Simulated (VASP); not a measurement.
# Ca3FeRhO6: structure and properties in VASP, part 5 of 9

What structure does Ca3FeRhO6 take at this level, and what are its properties? The start is a cell from a database of measured crystal structures.

VASP 6.6.1; PBEsol, DFT+U (Fe d 3 eV, Rh d 3 eV), spin-polarised from a ferromagnetic start; plane waves and PAW (Ca_sv, Fe, Rh_pv, O).

Still holding for the runs below: The magnetic state follows from one typed start and may not be the lowest.

So far, gap on the k-mesh (eV): 1.33 in steps 2, 3 and 4. The relaxed cell has a = 9.106, c = 10.707 Å (conventional setting).

**5. Band structure (PBEsol + U)**

The mesh alone shows little of the dispersion and can miss band extrema, so KPOINTS_OPT adds a path through the symmetry points after the self-consistent cycle.

INCAR reads:

```
SYSTEM = Ca3FeRhO6
PREC = Accurate
ENCUT = 520
EDIFF = 1E-06
NELM = 100
ISMEAR = 0
SIGMA = 0.05
LREAL = Auto
ALGO = Fast
GGA = PS
NBANDS = 154
ISPIN = 2
MAGMOM = 0.006 0.006 0.006 0.006 0.006 0.006 4.072 4.072 0.079 0.079 0.111 0.111 0.111 0.111 0.111 0.111 0.111 0.111 0.111 0.111 0.111 0.111
LDAU = .TRUE.
LDAUTYPE = 2
LDAUL = -1 2 2 -1
LDAUU = 0 3 3 0
LDAUJ = 0 0 0 0
LDAUPRINT = 1
LASPH = .TRUE.
LMAXMIX = 4
LORBIT = 11
LWAVE = .FALSE.
LCHARG = .FALSE.
KPAR = 8
```

POSCAR reads:

```
Ca3FeRhO6
1.0
    4.5530437484      2.6287010338      3.5690670341
   -4.5530437484      2.6287010338      3.5690670341
    0.0000000000     -5.2574020675      3.5690670341
Ca Fe Rh O
6 2 2 12
Direct
    0.6187243910      0.8812756090      0.2500000000
    0.2500000000      0.6187243910      0.8812756090
    0.8812756090      0.2500000000      0.6187243910
    0.3812756090      0.1187243910      0.7500000000
    0.7500000000      0.3812756090      0.1187243910
    0.1187243910      0.7500000000      0.3812756090
    0.2500000000      0.2500000000      0.2500000000
    0.7500000000      0.7500000000      0.7500000000
    0.0000000000      0.0000000000      0.0000000000
    0.5000000000      0.5000000000      0.5000000000
    0.2992439191      0.9623634048      0.0994323076
    0.0994323076      0.2992439191      0.9623634048
    0.9623634048      0.0994323076      0.2992439191
    0.4005676924      0.5376365952      0.2007560809
    0.5376365952      0.2007560809      0.4005676924
    0.2007560809      0.4005676924      0.5376365952
    0.7007560809      0.0376365952      0.9005676924
    0.9005676924      0.7007560809      0.0376365952
    0.0376365952      0.9005676924      0.7007560809
    0.5994323076      0.4623634048      0.7992439191
    0.4623634048      0.7992439191      0.5994323076
    0.7992439191      0.5994323076      0.4623634048
```

KPOINTS reads:

```
Automatic mesh
0
Gamma
4 4 4
0 0 0
```

KPOINTS_OPT reads:

```
Line mode
12
Line-mode
Reciprocal
  0.00000000   0.00000000   0.00000000 GAMMA
  0.48695263  -0.51304737   0.48695263 P

  0.48695263  -0.51304737   0.48695263 P
  0.50000000  -0.50000000   0.50000000 Z

  0.50000000  -0.50000000   0.50000000 Z
  0.47390526   0.47390526   0.47390526 Q

  0.47390526   0.47390526   0.47390526 Q
  0.00000000   0.00000000   0.00000000 GAMMA

  0.00000000   0.00000000   0.00000000 GAMMA
  0.50000000  -0.50000000   0.00000000 F

  0.50000000  -0.50000000   0.00000000 F
  0.51304737  -0.48695263  -0.48695263 P1

  0.51304737  -0.48695263  -0.48695263 P1
  0.52609474  -0.47390526  -0.47390526 Q1

  0.52609474  -0.47390526  -0.47390526 Q1
  0.50000000   0.00000000   0.00000000 L

  0.50000000   0.00000000   0.00000000 L
  0.50000000  -0.50000000   0.50000000 Z
```

Potentials, in the order of the species: Ca_sv, Fe, Rh_pv and O (PBE family, release 64).

The run is started by

```bash
mpirun -np 8 vasp_std
```

The program printed:

```text
[... set-up lines as in an earlier step ...]
 entering main loop
       N       E                     dE             d eps       ncg     rms          rms(c)
DAV:   1     0.221958623904E+04    0.22196E+04   -0.82480E+04  8040   0.124E+03
DAV:   2     0.814874109074E+02   -0.21381E+04   -0.19539E+04  8112   0.404E+02
DAV:   3    -0.161419168335E+03   -0.24291E+03   -0.22564E+03  8940   0.140E+02
DAV:   4    -0.176435010899E+03   -0.15016E+02   -0.14686E+02 11624   0.343E+01
DAV:   5    -0.177522843238E+03   -0.10878E+01   -0.10801E+01 13232   0.746E+00    0.562E+01
RMM:   6    -0.154580620858E+03    0.22942E+02   -0.11506E+02 10104   0.286E+01    0.767E+01
RMM:   7    -0.150209299479E+03    0.43713E+01   -0.19289E+01  9338   0.132E+01    0.305E+01
RMM:   8    -0.149743529555E+03    0.46577E+00   -0.28247E+00 10753   0.448E+00    0.197E+01
RMM:   9    -0.149910039049E+03   -0.16651E+00   -0.14316E+00 10958   0.286E+00    0.105E+01
RMM:  10    -0.149707857607E+03    0.20218E+00   -0.53062E-01 11339   0.230E+00    0.234E+00
RMM:  11    -0.149674484891E+03    0.33373E-01   -0.12822E-01 11882   0.937E-01    0.868E-01
RMM:  12    -0.149679410469E+03   -0.49256E-02   -0.24635E-02 13292   0.385E-01    0.384E-01
RMM:  13    -0.149681534566E+03   -0.21241E-02   -0.84671E-03 14248   0.199E-01    0.280E-01
RMM:  14    -0.149682103322E+03   -0.56876E-03   -0.24853E-03 14484   0.108E-01    0.109E-01
RMM:  15    -0.149682263839E+03   -0.16052E-03   -0.81036E-04 15157   0.586E-02    0.493E-02
WARNING in EDDRMM: call to ZHEGV failed, returncode =   8  4    115
RMM:  16    -0.149682299972E+03   -0.36134E-04   -0.28657E-04 15378   0.361E-02    0.269E-02
RMM:  17    -0.149682315886E+03   -0.15914E-04   -0.10311E-04 15293   0.204E-02    0.223E-02
RMM:  18    -0.149682322641E+03   -0.67554E-05   -0.37937E-05 14757   0.138E-02    0.682E-03
RMM:  19    -0.149682324807E+03   -0.21653E-05   -0.15472E-05 13752   0.858E-03    0.481E-03
RMM:  20    -0.149682326138E+03   -0.13310E-05   -0.66217E-06 11351   0.525E-03    0.226E-03
WARNING in EDDRMM: call to ZHEGV failed, returncode =   6  3    129
RMM:  21    -0.149682326948E+03   -0.81007E-06   -0.31403E-06  9267   0.359E-03
   1 F= -.14968233E+03 E0= -.14968233E+03  d E =-.442562E-21  mag=    10.0000
 Start KPOINTS_OPT (optional k-point list driver)
k-point batch [1-13\108]
       N       E                     dE             ncg
DAV:   1     0.902675894774E+04   -0.25023E+05     8024
DAV:   2    -0.177604450252E+05   -0.26787E+05     8072
DAV:   3    -0.208735894380E+05   -0.31131E+04     9278
DAV:   4    -0.210673805127E+05   -0.19379E+03    11128
DAV:   5    -0.210820995588E+05   -0.14719E+02    12616
DAV:   6    -0.210823119647E+05   -0.21241E+00    10664
DAV:   7    -0.210823166858E+05   -0.47210E-02    11656
DAV:   8    -0.210823167760E+05   -0.90234E-04    10984
DAV:   9    -0.210823167780E+05   -0.20116E-05     8480
DAV:  10    -0.210823167782E+05   -0.14611E-06     6312
[...]
k-point batch [105-108\108]
       N       E                     dE             ncg
DAV:   1     0.312018897066E+05   -0.14430E+05     2488
DAV:   2     0.229348686592E+05   -0.82670E+04     2496
DAV:   3     0.219809387091E+05   -0.95393E+03     2832
DAV:   4     0.219190293537E+05   -0.61909E+02     3296
DAV:   5     0.219137992967E+05   -0.52301E+01     4064
DAV:   6     0.219137396425E+05   -0.59654E-01     3216
DAV:   7     0.219137385207E+05   -0.11218E-02     3696
DAV:   8     0.219137385020E+05   -0.18692E-04     3360
DAV:   9     0.219137385016E+05   -0.41690E-06     2568
```

The job ended after 22 min (8 MPI ranks of Intel Xeon 6975P-C (Granite Rapids), shared host; peak memory 11 GiB).

Parts of OUTCAR (step 5):

```text
   k-points           NKPTS =     13   k-points in BZ     NKDIM =     13   number of bands    NBANDS=    154

   NELECT =     178.0000    total number of electrons

atom =   7  type =  2  l = 2

 onsite density matrix

spin component  1

  0.9769  0.0000 -0.0000 -0.0088 -0.0000
  0.0000  1.0177  0.0000  0.0000 -0.0088
 -0.0000  0.0000  0.9788 -0.0000 -0.0000
 -0.0088  0.0000 -0.0000  1.0177 -0.0000
 -0.0000 -0.0088 -0.0000 -0.0000  0.9769

spin component  2

  0.1345 -0.0000  0.0000 -0.0257  0.0000
 -0.0000  0.2717 -0.0000 -0.0000 -0.0257
  0.0000 -0.0000  0.1209  0.0000 -0.0000
 -0.0257 -0.0000  0.0000  0.2717  0.0000
  0.0000 -0.0257 -0.0000  0.0000  0.1345

 occupancies and eigenvectors

  o =  0.1209  v =  0.0000  0.0000  0.0000  0.0000  0.0000  0.0000 -0.0000 -1.0000 -0.0000 -0.0000      0.0000  0.0000  0.0000  0.0000  0.0000  0.0000  0.0000  0.0000  0.0000  0.0000
  o =  0.1298  v =  0.0000  0.0000  0.0000  0.0000  0.0000  0.0000 -0.1783  0.0000 -0.0000 -0.9840      0.0000  0.0000  0.0000  0.0000  0.0000  0.0000  0.0000  0.0000  0.0000  0.0000
  o =  0.1298  v =  0.0000  0.0000  0.0000  0.0000  0.0000 -0.9840  0.0000  0.0000 -0.1783  0.0000      0.0000  0.0000  0.0000  0.0000  0.0000  0.0000  0.0000  0.0000  0.0000  0.0000
  o =  0.2763  v =  0.0000  0.0000  0.0000  0.0000  0.0000  0.1783  0.0000  0.0000 -0.9840  0.0000      0.0000  0.0000  0.0000  0.0000  0.0000  0.0000  0.0000  0.0000  0.0000  0.0000
  o =  0.2763  v =  0.0000  0.0000  0.0000  0.0000  0.0000  0.0000 -0.9840  0.0000  0.0000  0.1783      0.0000  0.0000  0.0000  0.0000  0.0000  0.0000  0.0000  0.0000  0.0000  0.0000
  o =  0.9751  v =  0.0000  0.2021  0.0000  0.0000  0.9794  0.0000  0.0000  0.0000  0.0000  0.0000      0.0000  0.0000  0.0000  0.0000  0.0000  0.0000  0.0000  0.0000  0.0000  0.0000
  o =  0.9751  v = -0.9794  0.0000 -0.0000 -0.2021 -0.0000  0.0000  0.0000  0.0000  0.0000  0.0000      0.0000  0.0000  0.0000  0.0000  0.0000  0.0000  0.0000  0.0000  0.0000  0.0000
  o =  0.9788  v =  0.0000 -0.0000  1.0000 -0.0000 -0.0000  0.0000  0.0000  0.0000  0.0000  0.0000      0.0000  0.0000  0.0000  0.0000  0.0000  0.0000  0.0000  0.0000  0.0000  0.0000
  o =  1.0195  v = -0.2021 -0.0000  0.0000  0.9794  0.0000  0.0000  0.0000  0.0000  0.0000  0.0000      0.0000  0.0000  0.0000  0.0000  0.0000  0.0000  0.0000  0.0000  0.0000  0.0000
  o =  1.0195  v =  0.0000 -0.9794 -0.0000 -0.0000  0.2021  0.0000  0.0000  0.0000  0.0000  0.0000      0.0000  0.0000  0.0000  0.0000  0.0000  0.0000  0.0000  0.0000  0.0000  0.0000

atom =   8  type =  2  l = 2

 onsite density matrix

spin component  1

  0.9769  0.0000 -0.0000 -0.0088  0.0000
  0.0000  1.0177  0.0000  0.0000 -0.0088
 -0.0000  0.0000  0.9788 -0.0000 -0.0000
 -0.0088  0.0000 -0.0000  1.0177 -0.0000
  0.0000 -0.0088 -0.0000 -0.0000  0.9769

spin component  2

  0.1345 -0.0000  0.0000 -0.0257 -0.0000
 -0.0000  0.2717 -0.0000 -0.0000 -0.0257
  0.0000 -0.0000  0.1209  0.0000 -0.0000
 -0.0257 -0.0000  0.0000  0.2717  0.0000
 -0.0000 -0.0257 -0.0000  0.0000  0.1345

 occupancies and eigenvectors

  o =  0.1209  v =  0.0000  0.0000  0.0000  0.0000  0.0000  0.0000 -0.0000 -1.0000 -0.0000 -0.0000      0.0000  0.0000  0.0000  0.0000  0.0000  0.0000  0.0000  0.0000  0.0000  0.0000
  o =  0.1298  v =  0.0000  0.0000  0.0000  0.0000  0.0000  0.0000  0.1783 -0.0000 -0.0000  0.9840      0.0000  0.0000  0.0000  0.0000  0.0000  0.0000  0.0000  0.0000  0.0000  0.0000
  o =  0.1298  v =  0.0000  0.0000  0.0000  0.0000  0.0000 -0.9840  0.0000  0.0000 -0.1783 -0.0000      0.0000  0.0000  0.0000  0.0000  0.0000  0.0000  0.0000  0.0000  0.0000  0.0000
  o =  0.2763  v =  0.0000  0.0000  0.0000  0.0000  0.0000  0.1783  0.0000  0.0000 -0.9840 -0.0000      0.0000  0.0000  0.0000  0.0000  0.0000  0.0000  0.0000  0.0000  0.0000  0.0000
  o =  0.2763  v =  0.0000  0.0000  0.0000  0.0000  0.0000  0.0000 -0.9840  0.0000  0.0000  0.1783      0.0000  0.0000  0.0000  0.0000  0.0000  0.0000  0.0000  0.0000  0.0000  0.0000
[...]
o =  0.8689  v =  0.0000  0.0000  0.0000  0.0000  0.0000  0.0000 -0.0000  1.0000  0.0000  0.0000      0.0000  0.0000  0.0000  0.0000  0.0000  0.0000  0.0000  0.0000  0.0000  0.0000
  o =  0.9054  v =  0.0000  0.0000  0.0000  0.0000  0.0000 -0.6888  0.3348  0.0000  0.4322  0.4760      0.0000  0.0000  0.0000  0.0000  0.0000  0.0000  0.0000  0.0000  0.0000  0.0000
  o =  0.9054  v =  0.0000  0.0000  0.0000  0.0000  0.0000  0.4760 -0.4322 -0.0000  0.3348  0.6888      0.0000  0.0000  0.0000  0.0000  0.0000  0.0000  0.0000  0.0000  0.0000  0.0000
  o =  0.9210  v = -0.6990  0.3214 -0.0000  0.4161  0.4847  0.0000  0.0000  0.0000  0.0000  0.0000      0.0000  0.0000  0.0000  0.0000  0.0000  0.0000  0.0000  0.0000  0.0000  0.0000
  o =  0.9210  v =  0.4847 -0.4161  0.0000  0.3214  0.6990  0.0000  0.0000  0.0000  0.0000  0.0000      0.0000  0.0000  0.0000  0.0000  0.0000  0.0000  0.0000  0.0000  0.0000  0.0000
  o =  0.9324  v = -0.0000  0.0000  1.0000 -0.0000 -0.0000  0.0000  0.0000  0.0000  0.0000  0.0000      0.0000  0.0000  0.0000  0.0000  0.0000  0.0000  0.0000  0.0000  0.0000  0.0000

 E-fermi :   5.0256

 spin component 1
 k-point     1 :       0.0000    0.0000    0.0000
  band No.  band energies     occupation
    ...
     90       3.5252      1.00000
     91       3.5338      1.00000
     92       4.3927      1.00000
     93       4.5737      1.00000
     94       4.5737      1.00000
     95       7.7114      0.00000
     96       7.7114      0.00000
     97       7.8124      0.00000
     98       7.8124      0.00000
     99       8.2586      0.00000
    ...

 k-point     2 :       0.2500    0.0000   -0.0000
  band No.  band energies     occupation
    ...
     90       3.8936      1.00000
     91       3.9980      1.00000
     92       4.2955      1.00000
     93       4.5099      1.00000
     94       4.5139      1.00000
     95       7.7328      0.00000
     96       7.7419      0.00000
     97       7.8228      0.00000
     98       7.8530      0.00000
     99       8.7190      0.00000
    ...

  Total       -0.0486629     -0.0486629     -0.1157913      0.0000000     -0.0000000      0.0000000
  in kB       -0.3042002     -0.3042002     -0.7238317      0.0000000     -0.0000000      0.0000000
  external PRESSURE =      -0.4440773 kB  Pullay stress =       0.0000000 kB

 POSITION                                       TOTAL-FORCE (eV/Angst)
 -----------------------------------------------------------------------------------
     -1.19541      2.62870      6.24587        -0.002700      0.000000     -0.000000
     -1.67882     -2.34960      6.24587         0.001350     -0.002338     -0.000000
      2.87423     -0.27910      6.24587         0.001350      0.002338     -0.000000
      1.19541     -2.62870      4.46133         0.002700      0.000000     -0.000000
      1.67882      2.34960      4.46133        -0.001350      0.002338     -0.000000
     -2.87423      0.27910      4.46133        -0.001350     -0.002338     -0.000000
      0.00000      0.00000      2.67680         0.000000      0.000000     -0.000000
      0.00000      0.00000      8.03040        -0.000000      0.000000     -0.000000
      0.00000      0.00000      0.00000        -0.000000      0.000000     -0.000000
      0.00000      0.00000      5.35360         0.000000      0.000000     -0.000000
     -3.01921      2.79363      4.85764         0.003237     -0.005812     -0.001068
     -0.90975     -4.01153      4.85764         0.003415      0.005709     -0.001068
      3.92896      1.21790      4.85764        -0.006652      0.000103     -0.001068
     -0.62408      1.41080      4.06503        -0.006652     -0.000103      0.001068
      1.53383     -0.16493      4.06503         0.003237      0.005812      0.001068
     -0.90975     -1.24587      4.06503         0.003415     -0.005709      0.001068
      3.01921     -2.79363      5.84956        -0.003237      0.005812      0.001068
      0.90975      4.01153      5.84956        -0.003415     -0.005709      0.001068
     -3.92896     -1.21790      5.84956         0.006652     -0.000103      0.001068
      0.62408     -1.41080      6.64218         0.006652      0.000103     -0.001068
     -1.53383      0.16493      6.64218        -0.003237     -0.005812     -0.001068
      0.90975      1.24587      6.64218        -0.003415      0.005709     -0.001068
 -----------------------------------------------------------------------------------
    total drift:                                0.000000     -0.000000      0.000000

  FREE ENERGIE OF THE ION-ELECTRON SYSTEM (eV)
  ---------------------------------------------------
  free  energy   TOTEN  =      -149.6823269477 eV

  energy  without entropy=     -149.6823269477  energy(sigma->0) =     -149.68232695

[... 10 parts as in an earlier step ...]

[... 12 further parts left out ...]
```

Spin-orbit coupling is off here; it would split degenerate levels.

Numbers from this step:

```
SCF cycles                        : 21
bands                             : 154
Fermi energy                      : 5.026 eV
pressure                          : -0.04441 GPa
least gap on mesh and path        : 1.327 eV
least direct gap on mesh and path : 1.329 eV
```

Spin up. The electronic bands at the labelled points (eV, zero at the valence-band top; v1 is the highest filled band, c1 the lowest empty one):

```tsv
point	v4	v3	v2	v1	c1	c2	c3	c4
Γ	-1.17	-0.31	-0.13	-0.13	3.01	3.01	3.11	3.11
P	-0.41	-0.41	-0.37	-0.37	3.29	3.29	3.32	3.32
Z	-0.39	-0.39	-0.39	-0.39	3.30	3.30	3.30	3.30
Q	-0.43	-0.43	-0.35	-0.35	3.27	3.27	3.33	3.33
Γ	-1.17	-0.31	-0.13	-0.13	3.01	3.01	3.11	3.11
F	-0.72	-0.48	-0.31	0.00	3.06	3.09	3.33	3.40
P1	-0.41	-0.41	-0.37	-0.37	3.29	3.29	3.32	3.32
Q1	-0.43	-0.43	-0.35	-0.35	3.27	3.27	3.33	3.33
L	-0.43	-0.43	-0.31	-0.31	3.05	3.05	3.17	3.17
Z	-0.39	-0.39	-0.39	-0.39	3.30	3.30	3.30	3.30
```

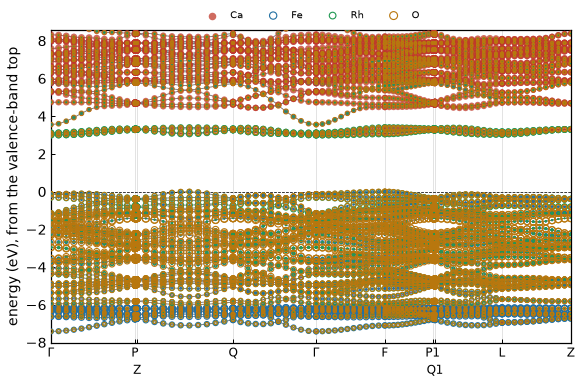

Electronic bands along the path; dots are coloured as in the legend, and their area grows with the weight.

Spin down. The electronic bands at the labelled points (eV, zero at the valence-band top; v1 is the highest filled band, c1 the lowest empty one):

```tsv
point	v4	v3	v2	v1	c1	c2	c3	c4
Γ	-1.10	-0.65	-0.65	0.00	1.33	1.35	1.35	1.64
P	-0.48	-0.48	-0.46	-0.46	1.50	1.50	1.52	1.52
Z	-0.47	-0.47	-0.47	-0.47	1.51	1.51	1.51	1.51
Q	-0.48	-0.48	-0.46	-0.46	1.50	1.50	1.53	1.53
Γ	-1.10	-0.65	-0.65	0.00	1.33	1.35	1.35	1.64
F	-0.60	-0.56	-0.46	-0.22	1.42	1.44	1.47	1.49
P1	-0.48	-0.48	-0.46	-0.46	1.50	1.50	1.52	1.52
Q1	-0.48	-0.48	-0.46	-0.46	1.50	1.50	1.53	1.53
L	-0.60	-0.60	-0.53	-0.53	1.43	1.43	1.55	1.55
Z	-0.47	-0.47	-0.47	-0.47	1.51	1.51	1.51	1.51
```

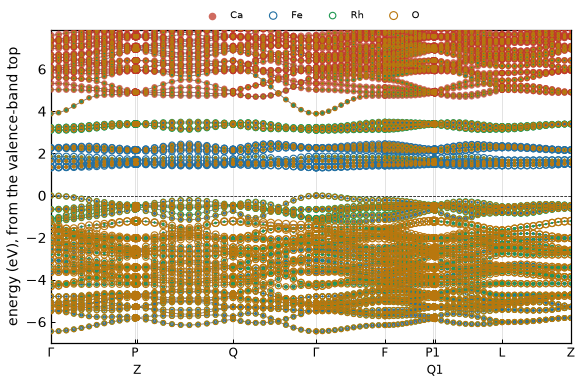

Electronic bands along the path; dots are coloured as in the legend, and their area grows with the weight.

The path finds the gap of the mesh within 0.02 eV, so the mesh comes close to both band edges.

(Continued in part 6 of 9.)

[Lines on the potential files, build, host, timing and source positions are cut from VASP's logs without a mark.]

[Logs are printed without paths, hosts, clocks, repeated set-up lines and the standing remarks that a program may print on its own settings, such as how far it seeks lower states.]

[Hosts, paths, dates, database ids (printed as entryN), source tags and the programs' standing remarks are cut or masked in the printed files.]

[A measured line is paired with the nearest computed mode of its activity, which favours agreement.]
